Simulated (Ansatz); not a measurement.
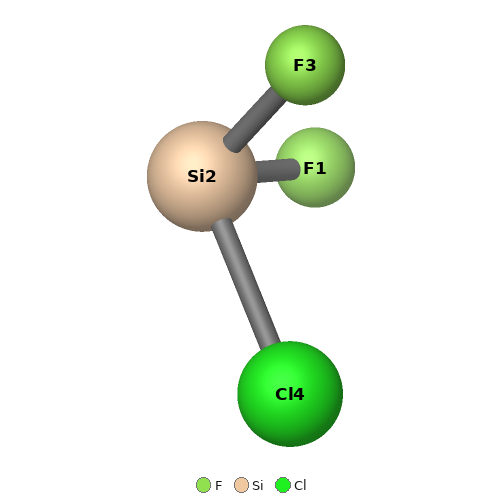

State: charge −1, singlet. Computed geometry: PBE-D4/def2-SVPD optimisation. No frequency run is at hand to confirm it as a minimum.

What is the geometry at Si2?

Si2 has 3 neighbours (F1 at 1.72, F3 at 1.72, Cl4 at 2.30 Å); the arrangement is trigonal pyramidal.
